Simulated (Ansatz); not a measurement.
A series of calculations on GaSiH7

Part 1: Relaxation

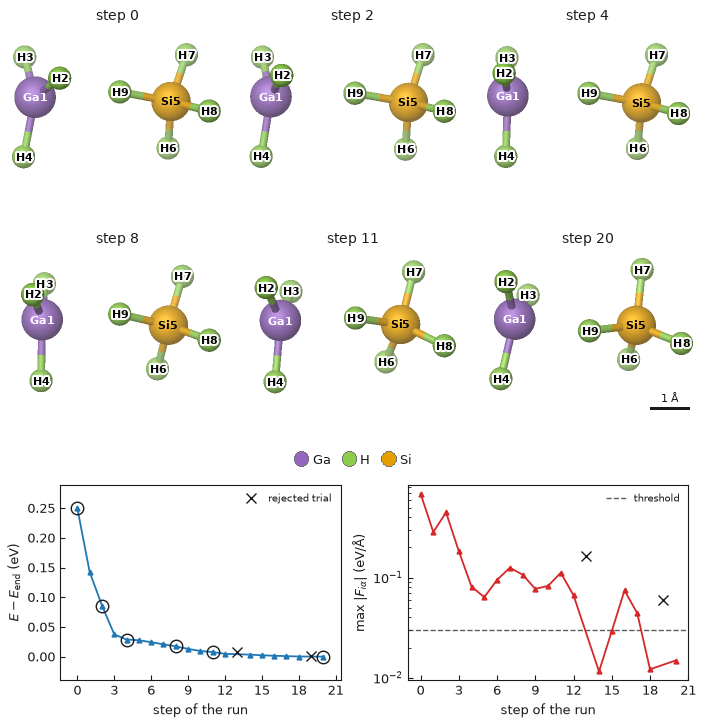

Frames of a relaxation of GaSiH7, marked on the history of the run. A ball-and-stick model, seen at a tilt.

The run prepares an end point of a later path (reaction) calculation, from a guessed geometry.

Method: RKS PBE/def2-SVP in Ansatz 0.2.0. Set-up: no spin polarisation; force threshold 0.03 eV/Å; at most 50 steps.

### Describe the path.

The atom that moves furthest after the best rigid fit is H3 (0.97 Å). Largest moves by element: H 0.97 Å, Ga 0.25 Å, Si 0.14 Å. Near-neighbour distances that change, for instance: Ga1–Si5 3.526 → 3.172 Å, Ga1–H9 2.222 → 2.033 Å, Si5–H9 1.489 → 1.532 Å, Ga1–H2 1.571 → 1.581 Å. Among the angles between lasting bonds that change: H8–Si5–H9 107.2° → 104.3°, H6–Si5–H7 109.8° → 112.3°. The energy falls by 0.249 eV in 18 accepted moves (20 points after the start). The largest force component goes from 0.69 to 0.015 eV/Å. The line search rejected the trial steps at points 13, 19 of the run. The forces were under the threshold at step 14, but the run went on from there. The run took 15 s on 2 threads of Intel(R) Xeon(R) 6975P-C (Granite Rapids), on a shared host, peak memory 0.16 GiB. From step 0 to 2: H2 moves most (0.39 Å), energy −0.163 eV. From step 2 to 4: H2 moves most (0.33 Å), energy −0.057 eV. From step 4 to 8: H6 moves most (0.26 Å), energy −0.011 eV. From step 8 to 11: H3 moves most (0.37 Å), energy −0.010 eV. From step 11 to 20: H9 moves most (0.33 Å), energy −0.008 eV.

| step | E − E(0), eV | largest force component, eV/Å | note |
| --- | --- | --- | --- |
| 0 | 0.0000 | 0.6881 |  |
| 1 | -0.1071 | 0.2841 |  |
| 2 | -0.1634 | 0.4468 |  |
| 3 | -0.2120 | 0.1831 |  |
| 4 | -0.2207 | 0.0810 |  |
| 5 | -0.2218 | 0.0637 |  |
| 6 | -0.2251 | 0.0947 |  |
| 7 | -0.2287 | 0.1254 |  |
| 8 | -0.2321 | 0.1070 |  |
| 9 | -0.2364 | 0.0771 |  |
| 10 | -0.2399 | 0.0824 |  |
| 11 | -0.2416 | 0.1116 |  |
| 12 | -0.2447 | 0.0664 |  |
| 13 | -0.2409 | 0.1651 | rejected |
| 14 | -0.2460 | 0.0115 |  |
| 15 | -0.2471 | 0.0291 |  |
| 16 | -0.2480 | 0.0744 |  |
| 17 | -0.2485 | 0.0439 |  |
| 18 | -0.2492 | 0.0121 |  |
| 19 | -0.2489 | 0.0595 | rejected |
| 20 | -0.2494 | 0.0148 |  |

Part 2: Relaxation

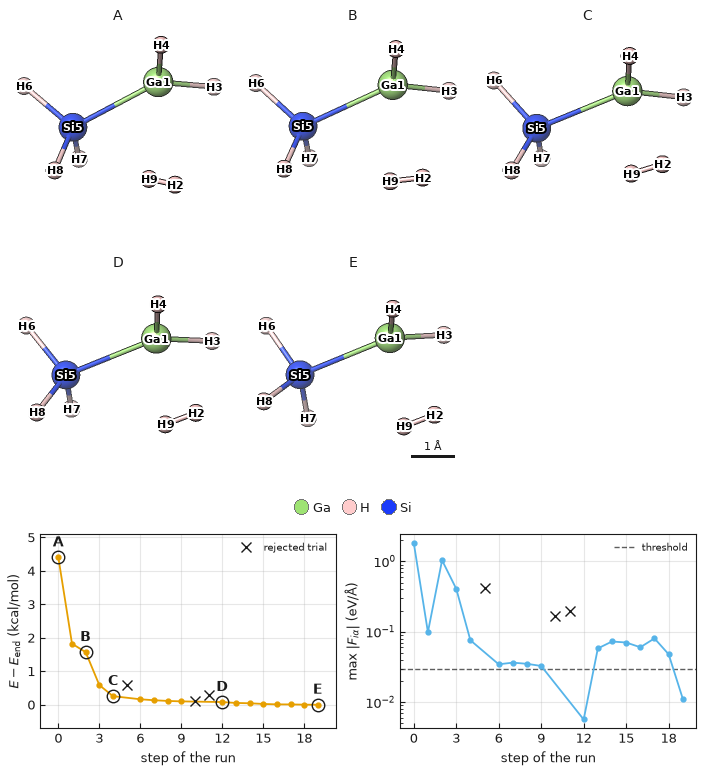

Frames of a relaxation of GaSiH₇, marked on the history of the run. A ball-and-stick model, seen from a free direction.

The run prepares an end point of a later path (reaction) calculation, from a guessed geometry.

Computed with RKS PBE/def2-SVP in Ansatz 0.2.0.

Input
```yaml
crystal:
  periodic: [false, false, false]
  atoms:
    - { symbol: Ga, position_ang: [0.015395, -0.50666, -0.326668] }
    - { symbol: H, position_ang: [0.069686, 0.265355, 2.326816] }
    - { symbol: H, position_ang: [1.334633, 0.27392, -0.716343] }
    - { symbol: H, position_ang: [-1.375552, 0.183818, -0.637908] }
    - { symbol: Si, position_ang: [0.102243, -2.648184, 0.647106] }
    - { symbol: H, position_ang: [-0.645549, -3.679157, -0.157095] }
    - { symbol: H, position_ang: [1.517806, -3.139748, 0.816776] }
    - { symbol: H, position_ang: [-0.527324, -2.646814, 2.019796] }
    - { symbol: H, position_ang: [0.052561, -0.436829, 2.14002] }
basis:
  gaussian: { orbitals: def2-SVP }
hamiltonian:
  xc: pbe
relax:
  f_tol: 0.03
  max_steps: 50
```

Run as
```bash
ansatz run input.yaml --threads 2 --pin off --max-ram 3072MiB --backend cpu --events-out ev --progress --plain --runs-dir out
```

> What happens along the run?

H2 moves most after the best rigid fit: 0.74 Å. Largest moves by element: H 0.74 Å, Ga 0.28 Å, Si 0.19 Å. Near-neighbour distances that change, for instance: Ga1–H2 2.764 → 2.260 Å, Ga1–H9 2.468 → 2.232 Å, Ga1–Si5 2.354 → 2.427 Å, H2–H9 0.727 → 0.780 Å. Bond angles that change, for instance: Ga1–Si5–H6 112.5° → 108.4°. Groups turn about Ga1–Si5 by about 30°. The energy falls by 4.40 kcal/mol in 16 accepted moves (19 points after the start). The largest force component goes from 1.8 to 0.011 eV/Å. The line search rejected the trial steps at points 5, 10, 11 of the run. The forces were under the threshold at step 12, but the run went on from there. Cost: 15 s on 2 threads of Intel(R) Xeon(R) 6975P-C (Granite Rapids), on a shared host, peak memory 0.16 GiB. From step 0 to 2: H2 moves most (0.34 Å), energy −2.83 kcal/mol. From step 2 to 4: H2 moves most (0.34 Å), energy −1.32 kcal/mol. From step 4 to 12: H8 moves most (0.15 Å), energy −0.18 kcal/mol. From step 12 to 19: H8 moves most (0.31 Å), energy −0.08 kcal/mol.

Limits of the set-up: the start holds two separate molecules, 2.3 Å apart at their closest, whose relative position is a soft coordinate and is computed without a dispersion correction.

Part 3: Path

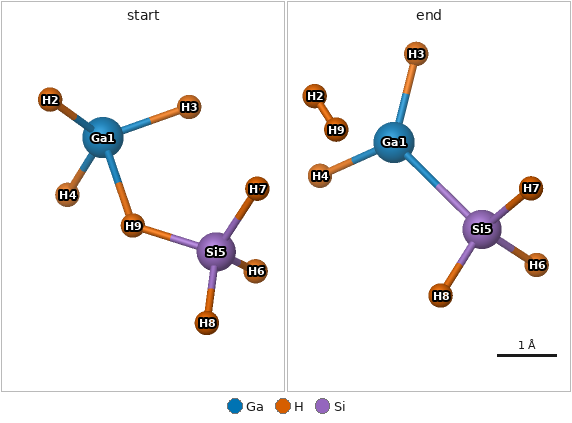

The two relaxed end points of a path for GaSiH7. Style: ball-and-stick. Shown from a free direction.

Computed with Ansatz, RKS PBE/def2-SVP.

Set-up: 5 movable images; climbing image; force threshold 0.05 eV/Å; iteration limit 60.

Start:
```xyz
9

Ga   -0.0352    0.2642    0.1348
H     0.4465    1.1406    1.3593
H     1.0466   -0.4806   -0.7566
H    -1.5357    0.3136   -0.3618
Si    0.1471   -2.7432    1.1256
H    -0.2883   -3.2099   -0.2283
H     1.6370   -2.7357    1.2706
H    -0.4966   -3.5607    2.2093
H    -0.3776   -1.3226    1.3596
```

End:
```xyz
9

Ga   -0.1534   -0.5929   -0.1247
H     0.2654    0.7962    1.6078
H     1.0636    0.1582   -0.8069
H    -1.6010    0.0407   -0.2329
Si    0.1423   -2.8209    0.7922
H    -0.1499   -3.8279   -0.2953
H     1.5490   -3.0743    1.2746
H    -0.7977   -3.1153    1.9357
H     0.2255    0.1018    1.9619
```

Predict the minimum-energy path and its barrier.

The highest point, image 3, lies 22.3 kcal/mol above the start and 20.9 kcal/mol above the end; the end is at +1.3 kcal/mol relative to the start. Breaking: Ga1–H2 (1.58 → 1.72 at the top → 2.26 Å), Si5–H9 (1.53 → 1.92 at the top → 3.15 Å). Forming: Ga1–Si5 (3.17 → 2.64 at the top → 2.43 Å), H2–H9 (2.60 → 1.17 at the top → 0.78 Å). The band converged in 23 iterations. The largest component of the band force went from 1.9 to 0.039 eV/Å. The climbing image converged on the top of the path. Its vibrational analysis gives one imaginary mode (1067i cm⁻¹), as a transition state must have.

Energies of the converged images:

| image | path (Å) | E (kcal/mol) |
| --- | --- | --- |
| 0 | 0.00 | 0.0 |
| 1 | 0.73 | 0.2 |
| 2 | 1.46 | 4.2 |
| 3 | 2.19 | 22.3 |
| 4 | 2.67 | 9.9 |
| 5 | 3.15 | 2.4 |
| 6 | 3.63 | 1.3 |

The geometry at the top of the path:

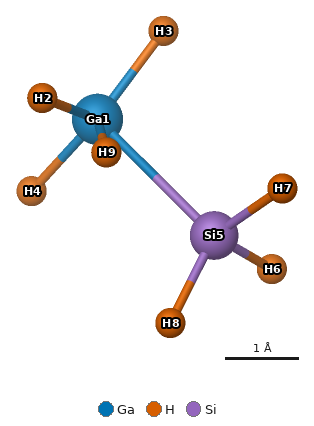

The run took 73 s on 2 threads of Intel(R) Xeon(R) 6975P-C (Granite Rapids), with other jobs on the host, peak memory 0.16 GiB.
